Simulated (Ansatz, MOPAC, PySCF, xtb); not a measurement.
CH3F (SMILES CF) and CH3F (SMILES CF) are pulled apart as rigid monomers along the line of their centres of mass, from the B3LYP-D3(BJ)/def2-TZVP minimum. Starting geometry (charge 0, multiplicity 1):
```xyz
10

C     -0.2319     0.5233     0.4619
F      1.0612     0.1377     0.8225
H     -0.8046     0.7025     1.3705
H     -0.1661     1.4327    -0.1362
H     -0.6807    -0.2802    -0.1229
C      0.6118     0.3055     4.1641
F     -0.6819     0.6891     3.8035
H      0.5471    -0.6019     4.7655
H      1.1836     0.1235     3.2556
H      1.0607     1.1114     4.7456
```

Interaction energies with rigid monomers; basis-set methods are counterpoise corrected unless marked otherwise.

Correlated levels freeze the cores. Rows in 6-31G* carry no dispersion term and start afresh at each structure (6-31G* with six Cartesian d functions). The state that PM3 reach isn't checked.

The values were computed with Ansatz (a program for electronic structure); MOPAC for PM3 (differences of heats of formation); PySCF for 6-31G* rows; xtb for the GFN methods. Values without a source in brackets are computed.

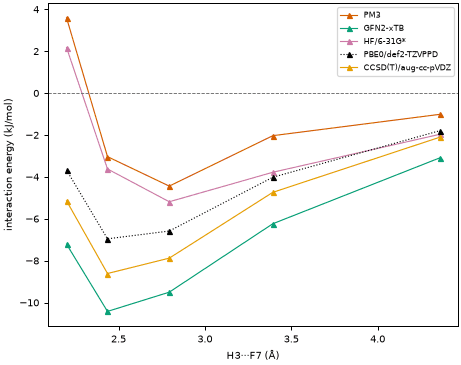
Interaction energy against separation

Q: Which level binds most strongly at H3···F7 = 2.44, and by how much?

A: GFN2-xTB, -10 kJ/mol.
